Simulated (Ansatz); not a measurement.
C$_{6}$H$_{15}$ClSi (SiClEt3)

```yaml
atoms:
  - { symbol: Si, position_ang: [-0.0003, 0.0002, 0.2094] }
  - { symbol: Cl, position_ang: [-0.0073, -0.0188, 2.3176] }
  - { symbol: C, position_ang: [1.7847, 0.2456, -0.3272] }
  - { symbol: C, position_ang: [2.7529, -0.8523, 0.1226] }
  - { symbol: H, position_ang: [2.1163, 1.2273, 0.0575] }
  - { symbol: H, position_ang: [1.7884, 0.3419, -1.4304] }
  - { symbol: H, position_ang: [3.7888, -0.6316, -0.1810] }
  - { symbol: H, position_ang: [2.7424, -0.9623, 1.2187] }
  - { symbol: H, position_ang: [2.4873, -1.8312, -0.3086] }
  - { symbol: C, position_ang: [-1.0978, 1.4290, -0.3277] }
  - { symbol: C, position_ang: [-0.6492, 2.8095, 0.1600] }
  - { symbol: H, position_ang: [-2.1228, 1.2145, 0.0257] }
  - { symbol: H, position_ang: [-1.1533, 1.4043, -1.4334] }
  - { symbol: H, position_ang: [-1.3506, 3.5998, -0.1525] }
  - { symbol: H, position_ang: [-0.5833, 2.8367, 1.2593] }
  - { symbol: H, position_ang: [0.3438, 3.0786, -0.2354] }
  - { symbol: C, position_ang: [-0.6814, -1.6596, -0.3523] }
  - { symbol: C, position_ang: [-2.1073, -1.9663, 0.1141] }
  - { symbol: H, position_ang: [0.0126, -2.4426, 0.0038] }
  - { symbol: H, position_ang: [-0.6174, -1.6861, -1.4576] }
  - { symbol: H, position_ang: [-2.4356, -2.9671, -0.2097] }
  - { symbol: H, position_ang: [-2.1784, -1.9306, 1.2129] }
  - { symbol: H, position_ang: [-2.8324, -1.2390, -0.2858] }
```

Geometry: r2SCAN-D4/def2-SVP.

Computed with Ansatz, RKS PBE0-D4/def2-TZVP.

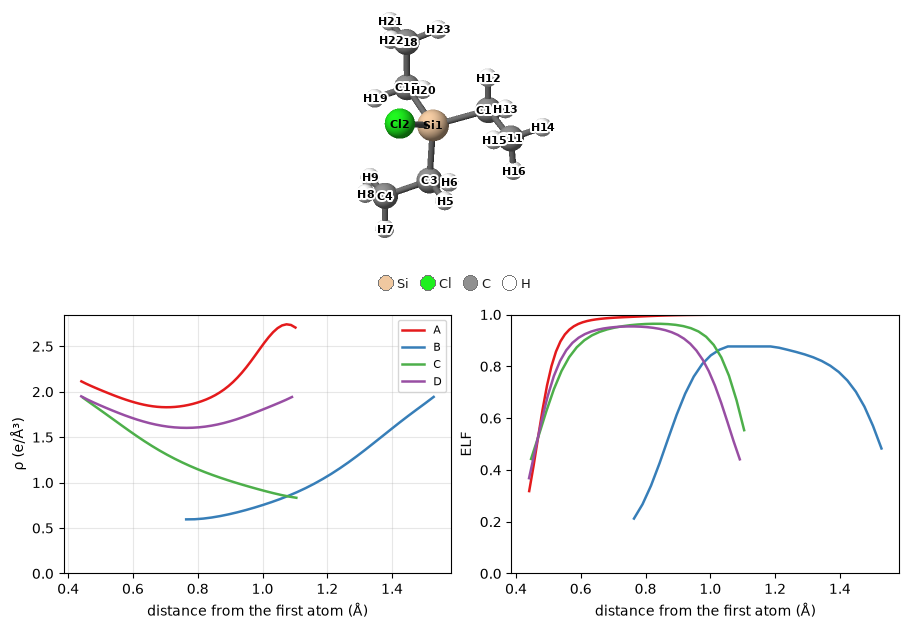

Figure 1. Electron density and electron localisation function along straight lines between neighbouring atoms. The curves leave out the atomic cores. The structure is drawn too.

**Which curve belongs to which contact (C–C, C–H, C–Si and Si–Cl)? The first atom named is at distance zero.**

Curve A: C–H (1.10 Å): ρ is about 1.9 e/Å³ halfway; the ELF climbs to about 1 towards the hydrogen, as it does in any bond to H; a covalent bond by its length. Curve B: Si–Cl (2.11 Å): ρ at the midpoint is about 0.82 e/Å³; the ELF peaks at about 0.90 between the atoms; a shared but strongly polarised pair. Curve C: C–Si (1.88 Å): ρ is about 0.97 e/Å³ halfway; the ELF peaks at about 0.95 between the atoms (localised, covalent bonding). Curve D: C–C (1.53 Å): ρ at the midpoint is about 1.6 e/Å³; the ELF peaks at about 0.95 between the atoms (a shared electron pair).

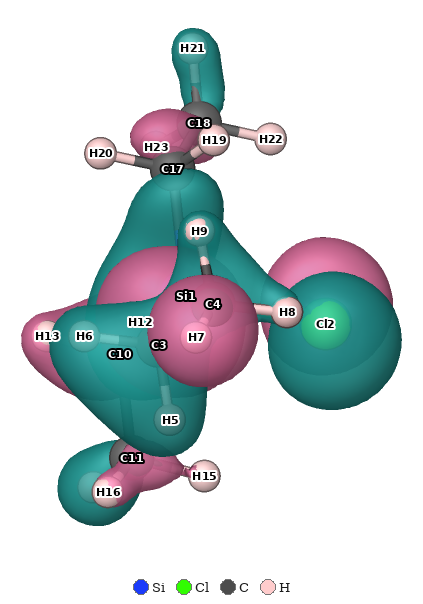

Figure 2. The HOMO at ±0.08 Å⁻³ᐟ² (teal and pink are the two phases), seen at an oblique angle.

**What is the character of this orbital?**

By Hirshfeld shares it lies mainly on C3 (about 25 %), Cl2 (about 20 %), Si1 (about 15 %), C17 (about 5 %) and C10 (about 5 %). It is one of a degenerate set, so its orientation is arbitrary. Its energy is −7.92 eV.
